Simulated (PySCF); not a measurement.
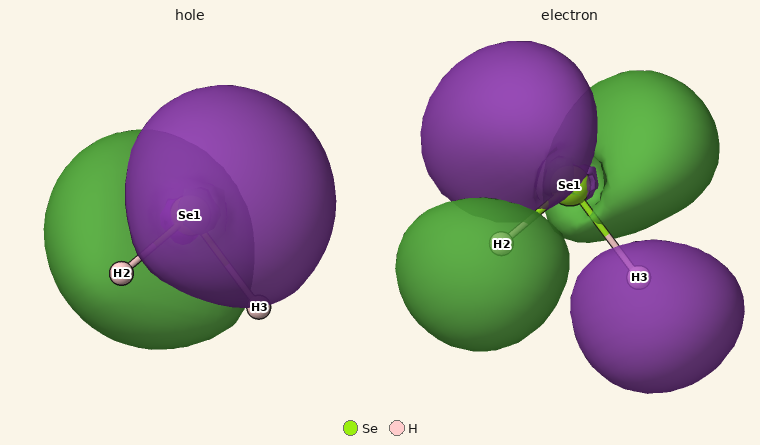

H₂Se, SMILES `[SeH2]`. Leading natural transition orbital pair of S₁ (TDA singlet states); the surfaces enclose about 85 % of each orbital's density.

Computed with PySCF, M06-2X/def2-SVP, geometry: GFN2-xTB. No frequency check shows the geometry to be a minimum. GFN2-xTB bond lengths at metals and heavier atoms can be off by up to 0.1 Å and shapes distorted, which carries into these values. Without diffuse functions Rydberg states are missing, so the states' numbers hold for this basis only.

Coordinates in Å:

```
Se1      0.0000   -0.0558    0.0000
H2       1.0283    0.9487    0.0000
H3      -1.0285    0.9485    0.0000
```

Where does the state lie, and where do hole and electron sit?

5.54 eV (224 nm), f = 0.000 (dark), partly diffuse acceptor orbital, which a basis without diffuse functions describes poorly; the leading pair carries 100 %; hole on Se1 (92 %), electron on Se1 (63 %) and H2 and H3 (18 % each) (atom shares of so diffuse an orbital are rough); their centroids lie 0.3 Å apart. In canonical orbitals it is mainly HOMO → LUMO (100 %). The HOMO–LUMO gap is 9.52 eV.

Run time: 13 s on 1 thread of Intel(R) Xeon(R) 6975P-C (Granite Rapids) (shared host), peak memory 0.26 GiB.
